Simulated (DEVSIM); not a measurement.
System: TaN/Al2O3/n-Si capacitor, at 250 K.

```csv
layer (left to right),material,thickness (nm),Nd (cm⁻³)
1,Al2O3,2.50,-
2,Si,3600,2.6e16
```

Metal gate on the left, work function 4.4 eV. Fixed charge at the semiconductor interface 9.3e10 cm⁻² (in units of +e); interface traps 2e12 cm⁻² eV⁻¹, uniform in energy, neutral level at 0.3 of the gap above the valence band.

Constants are typed, rounded textbook-type inputs, not results; the design itself was drawn at random and stands for no fabricated device. Values at 300 K; Nc and Nv go as T^1.5, mobilities as T to minus their exponent, the gap by Varshni's rule with the affinity fixed.

```csv
parameter,Al2O3,Si
gap (eV),6.8,1.124
affinity (eV),1.35,4.05
permittivity,9,11.7
Nc (cm⁻³),-,2.86e19
Nv (cm⁻³),-,3.1e19
Varshni α (eV/K),-,0.000473
Varshni β (K),-,636
```

DEVSIM, 1D Poisson equation in equilibrium, Boltzmann statistics, complete ionisation; no quantum confinement or tunnelling. Metal contacts follow the ideal Schottky-Mott rule: no Fermi-level pinning, no interface dipoles.

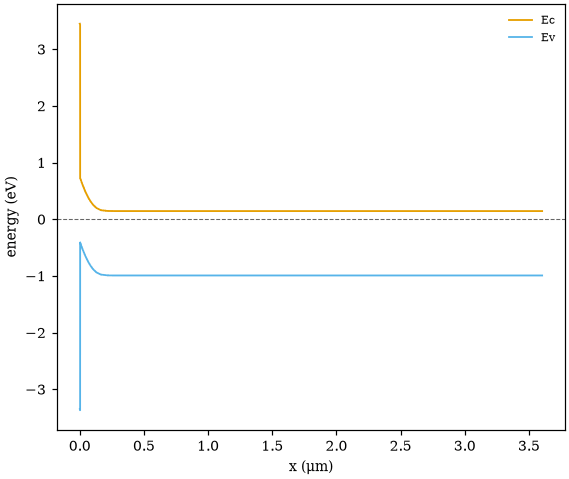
Figure. Band edges at -0.4 V on the gate

Energies count from the Fermi level of the right contact; mesh points crowd at the junctions.

```csv
x (μm),Ec (eV),Ev (eV),n (cm⁻³),p (cm⁻³),field (V/cm)
0.000,3.450,-3.350,< 1e2,< 1e2,-80000
0.0008929,3.443,-3.357,< 1e2,< 1e2,-80000
0.001746,3.436,-3.364,< 1e2,< 1e2,-80000
0.002624,0.729,-0.407,43000,1.5e11,-67000
0.004657,0.716,-0.421,82000,7.9e10,-66000
0.008331,0.691,-0.445,250000,2.6e10,-65000
0.01607,0.642,-0.494,2400000,2.6e9,-62000
0.03938,0.509,-0.627,1.2e9,5400000,-52000
0.08150,0.324,-0.812,6.5e12,990,-36000
0.1646,0.161,-0.975,1.2e16,< 1e2,-6100
0.3454,0.145,-0.991,2.6e16,< 1e2,≈ 0
0.9204,0.145,-0.991,2.6e16,< 1e2,≈ 0
1.863,0.145,-0.991,2.6e16,< 1e2,≈ 0
2.777,0.145,-0.991,2.6e16,< 1e2,≈ 0
3.294,0.145,-0.991,2.6e16,< 1e2,≈ 0
3.452,0.145,-0.991,2.6e16,< 1e2,≈ 0
3.532,0.145,-0.991,2.6e16,< 1e2,≈ 0
3.568,0.145,-0.991,2.6e16,< 1e2,≈ 0
3.590,0.145,-0.991,2.6e16,< 1e2,≈ 0
3.597,0.145,-0.991,2.6e16,< 1e2,≈ 0
3.601,0.145,-0.991,2.6e16,< 1e2,≈ 0
3.603,0.145,-0.991,2.6e16,< 1e2,≈ 0
```
